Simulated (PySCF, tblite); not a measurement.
# C3H6FN: dynamics, then NMR shifts and electronic excitations on frames

Aim: move C3H6FN (`C=C(F)CN`) away from its starting geometry and see how NMR shifts and electronic excitations follow the geometry.

Programs: tblite 0.8.0 and PySCF 2.14.0, with density-fitted response routines of our own. Each step states its level of theory. These are calculated values for one molecule in the gas phase, unless marked as measured. Atoms count from 0, in the outputs and in this text.

### Step 1. The starting structure

11 atoms, charge 0, multiplicity 1; geometry from: GFN2-xTB.

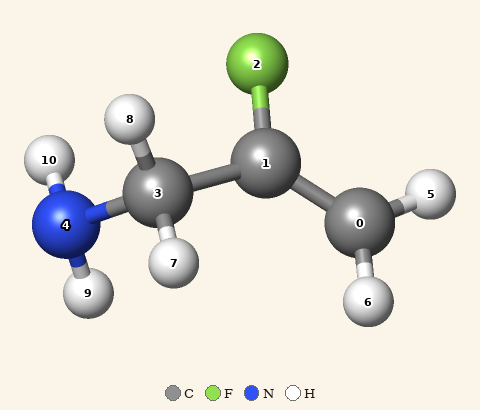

As it starts; carbon grey, fluorine green, nitrogen blue, hydrogen white, atoms numbered; sticks join atoms by distance.

### Step 2. A short Langevin run with GFN2-xTB

What the job is given:

```
{"job": {"kind": "md", "xc": "GFN2-xTB", "basis": "xTB", "temperature": 400, "steps": 2000, "every": 50, "frames": 5}, "charge": 0, "multiplicity": 1}
C      1.720407     0.302163     0.190596
C      0.576380    -0.331265     0.363840
F      0.323691    -0.934788     1.554574
C     -0.588303    -0.428647    -0.582749
N     -1.727699     0.382480    -0.179284
H      2.465228     0.337316     0.965849
H      1.941601     0.790113    -0.739505
H     -0.274015    -0.110604    -1.578469
H     -0.924405    -1.468929    -0.631229
H     -1.463546     1.361209    -0.133873
H     -2.043914     0.103623     0.744286
```

With the program's defaults for keys left out, this is: GFN2-xTB Langevin dynamics, gas phase.

Run with:

```sh
$ OMP_NUM_THREADS=1 python probes_run.py task.json out
```

This one command runs all jobs of the session in turn.

The program printed:

```text
t/fs     T/K      E/eV
    0.0   350.9   -465.04546
   25.0   218.4   -464.74963
   50.0   258.4   -464.67632
   75.0   176.2   -464.65696
  100.0   292.9   -464.71435
  125.0   258.2   -464.81277
  150.0   253.6   -464.66347
  175.0   304.6   -464.64415
  200.0   309.2   -464.52514
  225.0   415.9   -464.52516
  250.0   370.9   -464.64638
  275.0   328.2   -464.39159
  300.0   485.4   -464.59183
  325.0   401.1   -464.42822
  350.0   460.5   -464.62957
  375.0   373.0   -464.47043
  400.0   243.7   -464.42021
  425.0   277.8   -464.61067
  450.0   349.1   -464.65797
  475.0   470.3   -464.58375
  500.0   335.8   -464.56689
  525.0   407.1   -464.63631
  550.0   357.6   -464.65942
  575.0   340.0   -464.69957
  600.0   279.8   -464.58930
  625.0   261.2   -464.36228
  650.0   445.1   -464.61567
  675.0   456.3   -464.62464
  700.0   279.0   -464.52177
  725.0   345.8   -464.57720
  750.0   313.0   -464.48461
  775.0   423.2   -464.66906
  800.0   460.6   -464.66116
  825.0   269.6   -464.34691
  850.0   480.3   -464.61346
  875.0   341.3   -464.50271
  900.0   256.1   -464.62099
  925.0   353.5   -464.67177
  950.0   415.6   -464.53430
  975.0   350.5   -464.51135
 1000.0   540.1   -464.59622
```

It took 15 s on 1 thread of Intel Xeon at 2.50GHz, shared host; peak memory 0.18 GiB.

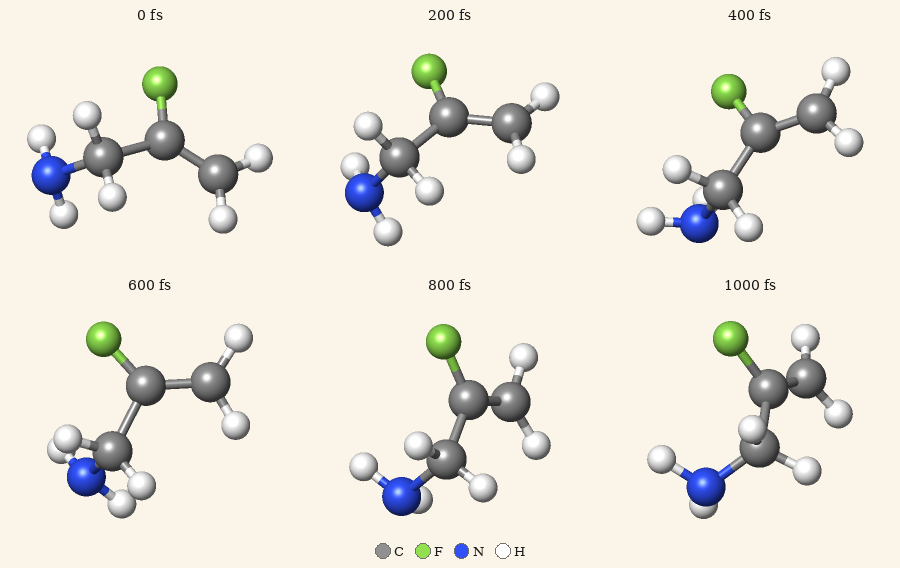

Frames of the run.

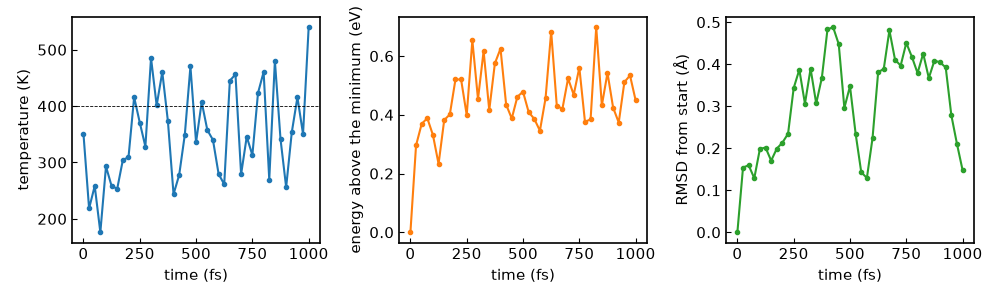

Temperature, potential energy and distance from the start.

Positions (Å) and forces (eV/Å) at 1000 fs:

```xyz
11

C     0.604   -1.035    1.480    0.268    1.334   -0.268
C    -0.049   -1.416    0.399   -0.523   -1.317   -0.563
F    -0.851   -2.579    0.432    0.593    1.147    0.526
C    -0.050   -0.916   -1.060    1.296   -0.296    1.799
N    -1.124   -0.066   -1.402   -2.743   -0.844   -0.577
H     0.461   -1.378    2.468   -0.380   -0.994    0.492
H     1.270   -0.161    1.557   -0.483   -0.445   -0.828
H     0.959   -0.496   -1.173   -0.372    0.532   -0.398
H    -0.125   -1.775   -1.692    0.063   -0.725   -0.440
H    -1.243    0.747   -0.836    0.258    0.536    0.488
H    -2.066   -0.612   -1.310    2.022    1.071   -0.231
```

### Step 3. NMR shieldings: 250 fs, PBE0/pcSseg-1

What the job is given:

```
{"job": {"kind": "nmr", "xc": "PBE0", "basis": "pcSseg-1", "pop": false}, "charge": 0, "multiplicity": 1}
C      1.545700    -1.397400     0.291900
C      0.260400    -1.071000     0.334900
F     -0.407900    -1.342700     1.525500
C     -0.692200    -0.621200    -0.690800
N     -1.343300     0.662400    -0.307800
H      2.018500    -1.724300     1.250100
H      2.085300    -1.232100    -0.588500
H     -0.197400    -0.624000    -1.671000
H     -1.442400    -1.393900    -0.653700
H     -0.820500     1.103400     0.447900
H     -2.261700     0.407800    -0.073900
```

With the program's defaults for keys left out, this is: GIAO PBE0/pcSseg-1 NMR shielding, non-relativistic, gas phase.

The program printed:

```text
coarse grid: 9128 points
cycle   1  E = -272.0543454829  dE =  5.177e-01  |g| = 5.566e-01  |ddm| = 2.805e+00
cycle   2  E = -272.0102602013  dE =  4.409e-02  |g| = 7.619e-01  |ddm| = 8.823e-01
cycle   3  E = -272.1125525109  dE = -1.023e-01  |g| = 8.328e-02  |ddm| = 5.156e-01
cycle   4  E = -272.1140523177  dE = -1.500e-03  |g| = 3.049e-02  |ddm| = 8.672e-02
cycle   5  E = -272.1142541547  dE = -2.018e-04  |g| = 9.692e-03  |ddm| = 2.718e-02
cycle   6  E = -272.1142727587  dE = -1.860e-05  |g| = 3.312e-03  |ddm| = 9.654e-03
cycle   7  E = -272.1142753193  dE = -2.561e-06  |g| = 6.837e-04  |ddm| = 2.649e-03
final grid: 88456 points
cycle   8  E = -272.1483273917  dE = -2.686e-05  |g| = 8.345e-03  |ddm| = 2.158e-02
cycle   9  E = -272.1483186731  dE =  8.719e-06  |g| = 1.118e-02  |ddm| = 1.374e-02
cycle  10  E = -272.1483423163  dE = -2.364e-05  |g| = 1.234e-03  |ddm| = 7.746e-03
cycle  11  E = -272.1483425661  dE = -2.498e-07  |g| = 1.837e-04  |ddm| = 9.461e-04
cycle  12  E = -272.1483425703  dE = -4.200e-09  |g| = 7.822e-05  |ddm| = 1.440e-04
cycle  13  E = -272.1483425716  dE = -1.297e-09  |g| = 1.886e-05  |ddm| = 7.301e-05
cycle  14  E = -272.1483425717  dE = -7.537e-11  |g| = 5.858e-06  |ddm| = 1.707e-05
converged SCF energy = -272.1483425717

GIAO shielding tensors (ppm)
atom      isotropic    diamagn.    paramagn.     s11        s22        s33       span
  0 C       88.119     257.051    -168.932    -13.204    121.397    156.163    169.367
  1 C        2.503     254.403    -251.900   -112.409     55.867     64.051    176.460
  2 F      250.808     477.511    -226.703    142.985    268.517    340.922    197.937
  3 C      140.599     242.413    -101.814    119.873    144.144    157.778     37.905
  4 N      239.483     315.222     -75.739    187.544    259.349    271.556     84.012
  5 H       25.773      28.196      -2.423     23.052     23.972     30.296      7.244
  6 H       27.355      32.276      -4.921     24.595     26.524     30.944      6.349
  7 H       28.179      29.193      -1.013     23.443     27.719     33.376      9.933
  8 H       28.452      29.387      -0.935     25.280     27.148     32.929      7.648
  9 H       30.906      31.799      -0.893     24.879     28.935     38.905     14.026
 10 H       31.074      32.269      -1.194     24.105     28.106     41.012     16.906
```

Run time: 20 s. Hardware: 1 thread of Intel Xeon at 2.50GHz, shared host; peak memory 0.55 GiB.

Shifts follow as δ = σ(reference) − σ, with reference shieldings (ppm) from runs at the same level and on the same kind of geometry: ¹H TMS 31.72, ¹³C TMS 186.9, ¹⁹F CFCl3 170.9, ¹⁵N NH3 267.7. The references are single molecules in the gas phase, so shifts against H2O, NH3, PH3, H3PO4 or CFCl3 are not on the usual liquid scales and can be off by tens of ppm. Each atom is listed at this fixed geometry, with no averaging over motion; a spectrum would average atoms that exchange fast.

| atoms | environment | σ (ppm) | δ (ppm) |
| --- | --- | --- | --- |
| C1 | fully substituted alkene carbon bonded to F | 2.5 | 184.4 |
| C0 | terminal =CH2 carbon | 88.1 | 98.8 |
| C3 | allylic sp3 CH2 bonded to N | 140.6 | 46.3 |
| H5 | hydrogen on a terminal =CH2 carbon | 25.77 | 5.94 |
| H6 | hydrogen on a terminal =CH2 carbon | 27.35 | 4.36 |
| H7 | hydrogen on an allylic sp3 CH2 bonded to N | 28.18 | 3.54 |
| H8 | hydrogen on an allylic sp3 CH2 bonded to N | 28.45 | 3.26 |
| H9 | hydrogen on an amine nitrogen | 30.91 | 0.81 |
| H10 | hydrogen on an amine nitrogen | 31.07 | 0.64 |
| F2 | vinylic fluorine | 250.8 | -79.9 |
| N4 | amine nitrogen | 239.5 | 28.2 |

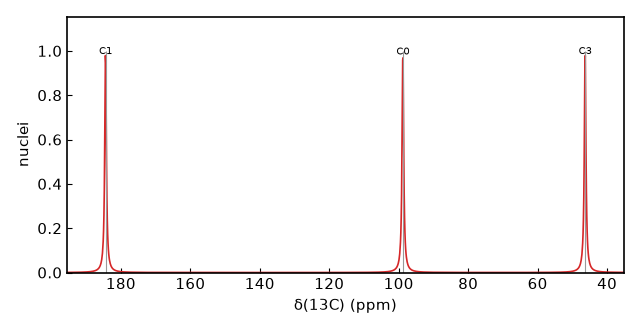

¹³C lines at the computed shifts, without couplings. Lines are broadened to a width of 0.55 ppm (Lorentzian).

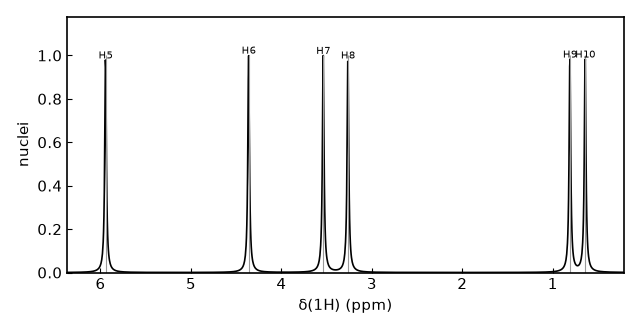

¹H lines at the computed shifts, without couplings. Lines are broadened to a width of 0.02 ppm (Lorentzian).

### Step 4. Excited states and response: 250 fs, PBE0/def2-SVPD

Same as in step 3 but for these lines:

```diff
@@ -1,2 +1,2 @@
-{"job": {"kind": "nmr", "xc": "PBE0", "basis": "pcSseg-1", "pop": false}, "charge": 0, "multiplicity": 1}
+{"job": {"kind": "uv", "xc": "PBE0", "basis": "def2-SVPD", "nstates": 5, "ntriplets": 0}, "charge": 0, "multiplicity": 1}
 C      1.545700    -1.397400     0.291900
```

Level: TDDFT PBE0/def2-SVPD, vertical, gas phase, core orbitals frozen in the response.

The program printed:

```text
coarse grid: 9128 points
cycle   1  E = -271.9068782051  dE =  4.707e-01  |g| = 5.164e-01  |ddm| = 4.610e+00
cycle   2  E = -271.8623426037  dE =  4.454e-02  |g| = 7.188e-01  |ddm| = 2.401e+00
cycle   3  E = -271.9606576803  dE = -9.832e-02  |g| = 7.576e-02  |ddm| = 1.230e+00
cycle   4  E = -271.9619365837  dE = -1.279e-03  |g| = 2.730e-02  |ddm| = 1.626e-01
cycle   5  E = -271.9621051128  dE = -1.685e-04  |g| = 8.880e-03  |ddm| = 6.679e-02
cycle   6  E = -271.9621212422  dE = -1.613e-05  |g| = 3.177e-03  |ddm| = 1.839e-02
cycle   7  E = -271.9621237177  dE = -2.475e-06  |g| = 6.203e-04  |ddm| = 5.305e-03
final grid: 88456 points
cycle   8  E = -271.9962898742  dE = -2.376e-05  |g| = 8.425e-03  |ddm| = 7.960e-02
cycle   9  E = -271.9962780781  dE =  1.180e-05  |g| = 1.176e-02  |ddm| = 4.064e-02
cycle  10  E = -271.9963053593  dE = -2.728e-05  |g| = 1.174e-03  |ddm| = 1.990e-02
cycle  11  E = -271.9963056238  dE = -2.645e-07  |g| = 1.617e-04  |ddm| = 1.424e-03
cycle  12  E = -271.9963056273  dE = -3.453e-09  |g| = 8.214e-05  |ddm| = 4.897e-04
cycle  13  E = -271.9963056288  dE = -1.498e-09  |g| = 2.218e-05  |ddm| = 1.785e-04
cycle  14  E = -271.9963056289  dE = -1.108e-10  |g| = 7.674e-06  |ddm| = 6.207e-05
converged SCF energy = -271.9963056289

Static polarisability (au): isotropic 48.368, principal 38.987 43.562 62.555

Singlet excitations
state   eV       nm        f      main configurations
  1   5.8709    211.2   0.06393   H->L 0.88, H-1->L 0.10
  2   6.8279    181.6   0.01862   H->L+1 0.76, H-1->L 0.17
  3   7.1090    174.4   0.21069   H-1->L 0.54, H-1->L+1 0.18, H->L+1 0.14
  4   7.4480    166.5   0.04571   H->L+2 0.62, H-1->L+1 0.20
  5   7.6298    162.5   0.05010   H->L+3 0.73, H-1->L+1 0.14
```

Run time: 30 s. Hardware: 1 thread of Intel Xeon at 2.50GHz, shared host; peak memory 0.64 GiB.

The orbitals next to the gap, with their largest atomic shares:

| orbital | eV | atoms |
| --- | --- | --- |
| HOMO−3 | -11.12 | F2 38 %, C3 16 %, C0 14 % |
| HOMO−2 | -10.57 | F2 28 %, C3 20 %, C1 17 % |
| HOMO−1 | -7.86 | C0 29 %, C1 26 %, N4 14 % |
| HOMO | -7.20 | N4 55 %, C0 10 %, C1 9 % |
| LUMO | -0.14 | C0 29 %, C1 28 %, C3 9 % |
| LUMO+1 | 0.88 | C0 25 %, C1 16 %, C3 14 % |
| LUMO+2 | 1.56 | H10 17 %, C0 14 %, H6 11 % |

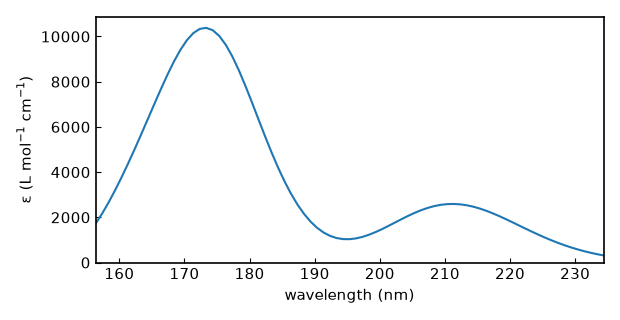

Absorption spectrum: each of the 5 states is a Gaussian band of 0.4 eV half-width at 1/e. Beyond the last state computed it falls off for lack of states.

Ground-state properties from the same run:

| property | computed |
| --- | --- |
| dipole moment (D) | 0.71 |
| polarisability (Å³) | 7.17 |
| HOMO–LUMO gap (eV) | 7.05 |
| −ε(HOMO) (eV) | 7.20 |

### Step 5. Shielding tensors: 425 fs, PBE0/pcSseg-1

What the job is given:

```
{"job": {"kind": "nmr", "xc": "PBE0", "basis": "pcSseg-1", "pop": false}, "charge": 0, "multiplicity": 1}
C      1.600100    -2.143100     0.561100
C      0.402600    -1.602700     0.484500
F     -0.476300    -1.739100     1.481600
C     -0.249900    -0.677500    -0.618400
N     -0.836600     0.504500     0.026900
H      1.905000    -2.657700     1.436600
H      2.324200    -2.004800    -0.247800
H      0.531400    -0.331200    -1.330400
H     -1.079900    -1.195800    -1.114600
H     -0.802600     0.685400     1.023000
H     -1.830400     0.625200    -0.196600
```

Level: GIAO PBE0/pcSseg-1 NMR shielding, non-relativistic, gas phase.

The program printed:

```text
coarse grid: 9128 points
cycle   1  E = -272.0513253306  dE =  4.730e-01  |g| = 5.555e-01  |ddm| = 2.814e+00
cycle   2  E = -272.0092064973  dE =  4.212e-02  |g| = 7.379e-01  |ddm| = 8.161e-01
cycle   3  E = -272.1103521219  dE = -1.011e-01  |g| = 7.709e-02  |ddm| = 4.843e-01
cycle   4  E = -272.1116472976  dE = -1.295e-03  |g| = 3.297e-02  |ddm| = 8.977e-02
cycle   5  E = -272.1118837761  dE = -2.365e-04  |g| = 9.799e-03  |ddm| = 2.867e-02
cycle   6  E = -272.1119027043  dE = -1.893e-05  |g| = 2.987e-03  |ddm| = 9.415e-03
cycle   7  E = -272.1119047138  dE = -2.009e-06  |g| = 6.082e-04  |ddm| = 2.304e-03
final grid: 88456 points
cycle   8  E = -272.1456877400  dE = -2.313e-05  |g| = 7.143e-03  |ddm| = 1.954e-02
cycle   9  E = -272.1456825576  dE =  5.182e-06  |g| = 9.058e-03  |ddm| = 1.153e-02
cycle  10  E = -272.1456993357  dE = -1.678e-05  |g| = 9.921e-04  |ddm| = 6.230e-03
cycle  11  E = -272.1456994971  dE = -1.614e-07  |g| = 1.376e-04  |ddm| = 7.415e-04
cycle  12  E = -272.1456994994  dE = -2.314e-09  |g| = 5.876e-05  |ddm| = 1.015e-04
cycle  13  E = -272.1456995001  dE = -6.825e-10  |g| = 1.486e-05  |ddm| = 5.044e-05
converged SCF energy = -272.1456995001

GIAO shielding tensors (ppm)
atom      isotropic    diamagn.    paramagn.     s11        s22        s33       span
  0 C       93.052     256.708    -163.657     -6.460    123.029    162.586    169.046
  1 C        9.585     252.671    -243.087    -99.254     55.794     72.214    171.468
  2 F      272.613     476.364    -203.752    173.573    263.197    381.069    207.496
  3 C      131.065     243.315    -112.251    107.054    137.657    148.483     41.429
  4 N      244.920     315.655     -70.735    182.329    260.626    291.805    109.476
  5 H       27.008      28.824      -1.816     23.865     25.562     31.599      7.734
  6 H       26.775      30.326      -3.551     24.808     25.429     30.087      5.279
  7 H       27.165      29.547      -2.382     22.066     27.158     32.270     10.204
  8 H       27.421      28.460      -1.039     23.428     26.566     32.269      8.841
  9 H       30.836      32.658      -1.822     24.263     28.433     39.812     15.549
 10 H       31.065      31.357      -0.292     23.385     28.067     41.744     18.358
```

Wall time 19 s (1 thread of Intel Xeon at 2.50GHz, shared host); peak memory 0.57 GiB.

This run: δ C1 177.3, C0 93.9, C3 55.9, F2 -101.7, H6 4.94, H5 4.71 ppm.

### Step 6. TDDFT and polarisability: 425 fs, PBE0/def2-SVPD

Same as in step 5 but for these lines:

```diff
@@ -1,2 +1,2 @@
-{"job": {"kind": "nmr", "xc": "PBE0", "basis": "pcSseg-1", "pop": false}, "charge": 0, "multiplicity": 1}
+{"job": {"kind": "uv", "xc": "PBE0", "basis": "def2-SVPD", "nstates": 5, "ntriplets": 0}, "charge": 0, "multiplicity": 1}
 C      1.600100    -2.143100     0.561100
```

With the program's defaults for keys left out, this is: TDDFT PBE0/def2-SVPD, vertical, gas phase, core orbitals frozen in the response.

The program printed:

```text
coarse grid: 9128 points
cycle   1  E = -271.9045078066  dE =  4.260e-01  |g| = 5.182e-01  |ddm| = 4.419e+00
cycle   2  E = -271.8609009200  dE =  4.361e-02  |g| = 7.024e-01  |ddm| = 2.275e+00
cycle   3  E = -271.9595559697  dE = -9.866e-02  |g| = 6.873e-02  |ddm| = 1.213e+00
cycle   4  E = -271.9606213632  dE = -1.065e-03  |g| = 2.953e-02  |ddm| = 1.454e-01
cycle   5  E = -271.9608165200  dE = -1.952e-04  |g| = 9.469e-03  |ddm| = 5.433e-02
cycle   6  E = -271.9608350092  dE = -1.849e-05  |g| = 2.886e-03  |ddm| = 1.763e-02
cycle   7  E = -271.9608370275  dE = -2.018e-06  |g| = 4.421e-04  |ddm| = 4.424e-03
final grid: 88456 points
cycle   8  E = -271.9945127582  dE = -2.191e-05  |g| = 6.883e-03  |ddm| = 6.162e-02
cycle   9  E = -271.9945065579  dE =  6.200e-06  |g| = 8.977e-03  |ddm| = 3.044e-02
cycle  10  E = -271.9945240061  dE = -1.745e-05  |g| = 9.473e-04  |ddm| = 1.525e-02
cycle  11  E = -271.9945241807  dE = -1.746e-07  |g| = 1.090e-04  |ddm| = 1.153e-03
cycle  12  E = -271.9945241825  dE = -1.838e-09  |g| = 4.753e-05  |ddm| = 2.673e-04
cycle  13  E = -271.9945241829  dE = -4.371e-10  |g| = 1.703e-05  |ddm| = 9.426e-05
converged SCF energy = -271.9945241829

Static polarisability (au): isotropic 48.789, principal 38.891 44.366 63.112

Singlet excitations
state   eV       nm        f      main configurations
  1   5.7393    216.0   0.02865   H->L 0.94
  2   6.3517    195.2   0.00713   H->L+1 0.88
  3   6.9797    177.6   0.01927   H->L+2 0.70, H->L+3 0.18
  4   7.1986    172.2   0.07296   H-1->L+1 0.57, H-1->L 0.25, H->L+3 0.15
  5   7.3227    169.3   0.04088   H->L+3 0.55, H-1->L 0.18, H->L+2 0.12
```

It took 32 s on 1 thread of Intel Xeon at 2.50GHz, shared host; peak memory 0.64 GiB.

Key values: HOMO -6.80 eV, LUMO 0.20 eV; lowest singlet 5.74 eV.

### Step 7. Shielding tensors: 625 fs, PBE0/pcSseg-1

What the job is given:

```
{"job": {"kind": "nmr", "xc": "PBE0", "basis": "pcSseg-1", "pop": false}, "charge": 0, "multiplicity": 1}
C      2.025600    -1.734400     1.032800
C      0.796600    -1.766200     0.548900
F     -0.037900    -2.783500     0.945200
C      0.171600    -0.716600    -0.487400
N     -0.427800     0.406500     0.227400
H      2.293600    -2.528900     1.613400
H      2.827800    -1.001300     0.983800
H      1.027600    -0.399900    -1.083900
H     -0.661000    -1.197800    -0.993000
H      0.290600     1.031100     0.255600
H     -0.610300     0.196200     1.205900
```

With the program's defaults for keys left out, this is: GIAO PBE0/pcSseg-1 NMR shielding, non-relativistic, gas phase.

The program printed:

```text
coarse grid: 9128 points
cycle   1  E = -272.0268957899  dE =  5.160e-01  |g| = 5.858e-01  |ddm| = 2.812e+00
cycle   2  E = -271.9695304709  dE =  5.737e-02  |g| = 8.145e-01  |ddm| = 8.727e-01
cycle   3  E = -272.0930466484  dE = -1.235e-01  |g| = 8.781e-02  |ddm| = 5.221e-01
cycle   4  E = -272.0947994232  dE = -1.753e-03  |g| = 3.296e-02  |ddm| = 9.837e-02
cycle   5  E = -272.0950331774  dE = -2.338e-04  |g| = 1.056e-02  |ddm| = 2.892e-02
cycle   6  E = -272.0950549128  dE = -2.174e-05  |g| = 3.373e-03  |ddm| = 9.746e-03
cycle   7  E = -272.0950574210  dE = -2.508e-06  |g| = 7.726e-04  |ddm| = 2.621e-03
final grid: 88456 points
cycle   8  E = -272.1307219299  dE = -2.535e-05  |g| = 8.108e-03  |ddm| = 1.873e-02
cycle   9  E = -272.1307140745  dE =  7.855e-06  |g| = 1.075e-02  |ddm| = 1.307e-02
cycle  10  E = -272.1307360708  dE = -2.200e-05  |g| = 1.238e-03  |ddm| = 7.232e-03
cycle  11  E = -272.1307363164  dE = -2.456e-07  |g| = 1.740e-04  |ddm| = 9.257e-04
cycle  12  E = -272.1307363201  dE = -3.696e-09  |g| = 8.042e-05  |ddm| = 1.464e-04
cycle  13  E = -272.1307363215  dE = -1.417e-09  |g| = 1.549e-05  |ddm| = 6.990e-05
cycle  14  E = -272.1307363216  dE = -4.354e-11  |g| = 5.560e-06  |ddm| = 1.423e-05
converged SCF energy = -272.1307363216

GIAO shielding tensors (ppm)
atom      isotropic    diamagn.    paramagn.     s11        s22        s33       span
  0 C       92.656     253.245    -160.589     -1.964    112.349    167.583    169.548
  1 C       -3.720     254.334    -258.054   -122.972     47.960     63.852    186.824
  2 F      254.239     473.368    -219.129    174.330    279.810    308.577    134.247
  3 C      131.081     244.645    -113.564    112.204    135.089    145.950     33.746
  4 N      237.121     316.201     -79.079    186.120    257.273    267.970     81.850
  5 H       28.267      29.038      -0.771     25.762     26.761     32.279      6.517
  6 H       26.595      30.852      -4.256     24.670     25.392     29.724      5.054
  7 H       28.105      30.680      -2.575     24.853     27.644     31.818      6.965
  8 H       27.666      28.647      -0.981     23.063     27.500     32.436      9.373
  9 H       32.291      36.169      -3.879     25.376     30.458     41.038     15.661
 10 H       31.391      32.551      -1.159     25.272     29.511     39.391     14.119
```

It took 19 s on 1 thread of Intel Xeon at 2.50GHz, shared host; peak memory 0.57 GiB.

In short: δ C1 190.6, C0 94.3, C3 55.8, F2 -83.3, H6 5.12, H8 4.05 ppm.

[end of part 1 of 2]
